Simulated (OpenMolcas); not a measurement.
# Ru⁴⁺ complex: multiconfigurational calculation (part 2 of 2)

The same run, continued: Ru⁴⁺ with 6 ligands (F; octahedron, 1.93 Å), neutralised by 6 outer point charges of +0.33 e, whose field is part of the energies. Method: state-averaged CASSCF, active space 4 electrons in the shell 4d, basis ANO-RCC-VDZP on the metal and ANO-RCC-VDZP on the ligands, DKH2 scalar Hamiltonian, spin-orbit coupling by RASSI with atomic mean-field integrals (OpenMolcas).

Log (extracts), continued:
```
--- RASSI ---
SPIN-FREE ENERGIES:
  (Shifted by EMIN (a.u.) =      -5125.2383714257)

 SF State       Relative EMIN(au)   Rel lowest level(eV)    D:o, cm**(-1)

     6             0.0000000000        0.0000000000              0.0000
     7             0.0000000000        0.0000000000              0.0000
     8             0.0000000000        0.0000000000              0.0000
     1             0.0413991668        1.1265287179           9086.0669
     2             0.0413991668        1.1265287179           9086.0669
    51             0.0427840405        1.1642130520           9390.0115
    52             0.0427840405        1.1642130520           9390.0115
    53             0.0427840405        1.1642130520           9390.0115
    54             0.0486015440        1.3225153847          10666.8059
    55             0.0486015440        1.3225153847          10666.8059
    56             0.0931727858        2.5353606630          20449.0628
     9             0.1136022068        3.0912735281          24932.8025
    10             0.1136022068        3.0912735281          24932.8025
    12             0.1206647494        3.2834551015          26482.8514
    13             0.1206647494        3.2834551015          26482.8514
    11             0.1206647494        3.2834551015          26482.8514
    14             0.1242311121        3.3805007738          27265.5775
    15             0.1242311121        3.3805007738          27265.5775
    16             0.1242311121        3.3805007738          27265.5775
    17             0.1304493243        3.5497069489          28630.3174
    18             0.1354161973        3.6848624498          29720.4200
    20             0.1426785985        3.8824824534          31314.3328
    19             0.1426785985        3.8824824534          31314.3328
    57             0.1536873724        4.1820464508          33730.4794
    58             0.1536873724        4.1820464508          33730.4794
    59             0.1536873724        4.1820464508          33730.4794
    60             0.1543958090        4.2013239928          33885.9633
    61             0.1632539353        4.4423658895          35830.0973
    62             0.1632539353        4.4423658895          35830.0973
    63             0.1632539353        4.4423658895          35830.0973
    64             0.1713498513        4.6626669862          37606.9454
    65             0.1713498513        4.6626669862          37606.9454
     4             0.1738840984        4.7316273647          38163.1484
     5             0.1738840984        4.7316273647          38163.1484
     3             0.1738840984        4.7316273647          38163.1484
    22             0.1891823875        5.1479150162          41520.7347
    21             0.1891823875        5.1479150162          41520.7347
    23             0.1891823875        5.1479150162          41520.7347
    24             0.1922919032        5.2325292497          42203.1946
    25             0.1922919032        5.2325292497          42203.1946
Eigenvalues of complex Hamiltonian:
   -----------------------------------
  (Shifted by EMIN (a.u.) =      -5125.2383714257)

 SO State       Relative EMIN(au)   Rel lowest level(eV)    D:o, cm**(-1)

     1            -0.0074613266        0.0000000000              0.0000
     2            -0.0038567597        0.0980852639            791.1110
     3            -0.0038567597        0.0980852640            791.1110
     4            -0.0038567597        0.0980852641            791.1110
     5             0.0011191327        0.2334861939           1883.1932
     6             0.0011191327        0.2334861939           1883.1932
     7             0.0012128642        0.2360367580           1903.7648
     8             0.0012128642        0.2360367582           1903.7648
     9             0.0012128642        0.2360367580           1903.7648
    10             0.0409722218        1.3179439944          10629.9352
    11             0.0411127129        1.3217669504          10660.7694
    12             0.0411127129        1.3217669504          10660.7694
    13             0.0411127129        1.3217669504          10660.7694
    14             0.0413802176        1.3290461240          10719.4799
    15             0.0413802176        1.3290461240          10719.4799
    16             0.0415818442        1.3345326632          10763.7318
    17             0.0415818442        1.3345326632          10763.7318
    18             0.0415818442        1.3345326632          10763.7318
    19             0.0417502492        1.3391151985          10800.6925
    20             0.0422112431        1.3516594815          10901.8689
    21             0.0422112431        1.3516594815          10901.8689
    22             0.0422112431        1.3516594815          10901.8689
    23             0.0479081160        1.5066792899          12152.1880
    24             0.0479081160        1.5066792899          12152.1880
    25             0.0925813920        2.7223010572          21956.8388
    26             0.1125674418        3.2661491777          26343.2697
    27             0.1125674418        3.2661491775          26343.2697
    28             0.1125674418        3.2661491776          26343.2697
    29             0.1132278409        3.2841195535          26488.2106
    30             0.1132278409        3.2841195535          26488.2106
    31             0.1132278409        3.2841195534          26488.2106
    32             0.1164085836        3.3706719730          27186.3029
    33             0.1175925930        3.4028905099          27446.1629
    34             0.1175925930        3.4028905097          27446.1629
    35             0.1175925930        3.4028905100          27446.1629
    36             0.1214255891        3.5071916460          28287.4083
    37             0.1214255892        3.5071916478          28287.4083
    38             0.1219262206        3.5208145229          28397.2842
    39             0.1219262206        3.5208145227          28397.2842
    40             0.1219262206        3.5208145226          28397.2842
    41             0.1223273804        3.5317306371          28485.3286
Weights of the five most important spin-orbit-free states for each spin-orbit state.

 SO State  Total energy (au)           Spin-free states, spin, and weights
 -------------------------------------------------------------------------------------------------------
    1        -0.007461       8 1.0  0.3211    7 1.0  0.3211    6 1.0  0.3211    2 2.0  0.0117    1 2.0  0.0117
    2        -0.003857       7 1.0  0.4611    8 1.0  0.3315    6 1.0  0.1842    2 2.0  0.0122    1 2.0  0.0074
    3        -0.003857       6 1.0  0.4882    8 1.0  0.4083    7 1.0  0.0804    1 2.0  0.0115    2 2.0  0.0082
    4        -0.003857       7 1.0  0.4354    6 1.0  0.3044    8 1.0  0.2371    1 2.0  0.0106    2 2.0  0.0091
    5         0.001119       7 1.0  0.5528    8 1.0  0.3942    6 1.0  0.0290    1 2.0  0.0076    2 2.0  0.0076
    6         0.001119       6 1.0  0.6217    8 1.0  0.2565    7 1.0  0.0979    1 2.0  0.0076    2 2.0  0.0076
    7         0.001213       8 1.0  0.4735    7 1.0  0.3187    6 1.0  0.1855   52 0.0  0.0059    1 2.0  0.0045
    8         0.001213       7 1.0  0.3441    8 1.0  0.3209    6 1.0  0.3127   51 0.0  0.0076    2 2.0  0.0042
    9         0.001213       6 1.0  0.4795    7 1.0  0.3149    8 1.0  0.1833   53 0.0  0.0078    2 2.0  0.0042
   10         0.040972       1 2.0  0.4985    2 2.0  0.4985   25 1.0  0.0004   24 1.0  0.0004   26 1.0  0.0004
   11         0.041113       1 2.0  0.5524    2 2.0  0.3727   53 0.0  0.0439   51 0.0  0.0204   52 0.0  0.0034
   12         0.041113       2 2.0  0.5068    1 2.0  0.4183   51 0.0  0.0335   52 0.0  0.0242   53 0.0  0.0100
```

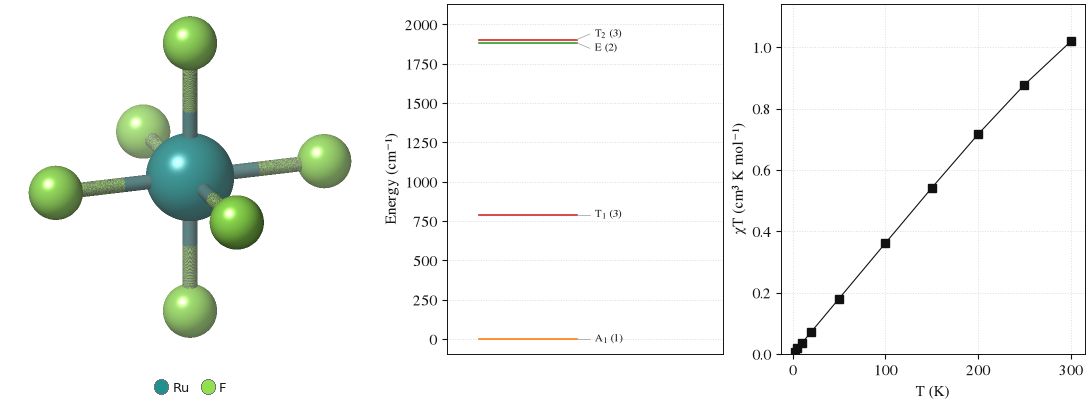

*Ru⁴⁺ (4d⁴) with 6 ligands, F⁻, at 1.93 Å (arrangement: octahedron, Oh), neutralised by outer point charges of +0.33 e, and its levels and susceptibility. Labels give the representation in O, Td, D4 or D3 as the site allows (double group for half-integer spin) where it could be assigned and, in brackets, the degeneracy; spin-free states, where drawn, share the zero of the spin-orbit levels. Powder susceptibility by Van Vleck's formula.*

The ground level is A₁, non-degenerate, 97 % from states of spin multiplicity 3. The next level lies at 791 cm⁻¹ (T₁). χT is 0.00723 cm³ K mol⁻¹ at 2 K and 1.02 at 300 K, an effective moment of 2.85 μB. The active orbitals hold 75 to 88 % metal character (Löwdin), and the Mulliken charge of the metal is +2.15.

Summary:

```
                                 quantity                                                                 value
                                  outcome                                                             converged
      energy of the lowest spin-free term                                                   −5125.23837 hartree
    energy of the lowest spin-orbit level                                                   −5125.24583 hartree
largest spread among components of a term                                                              0.0 cm⁻¹
                                 hardware  1 thread of Arm Neoverse V2, 24 GiB of memory available, shared host
                                wall time                                                                  35 s
                              peak memory                                                              0.38 GiB
```

Remarks:

Without dynamic correlation the splittings between terms come out too large, often by 20 to 50 %. Limits: small active space favours high spin, ground spin may be wrong; covalent bonds, ligand orbitals missing from the active space; distances are set from ionic radii, not optimised.
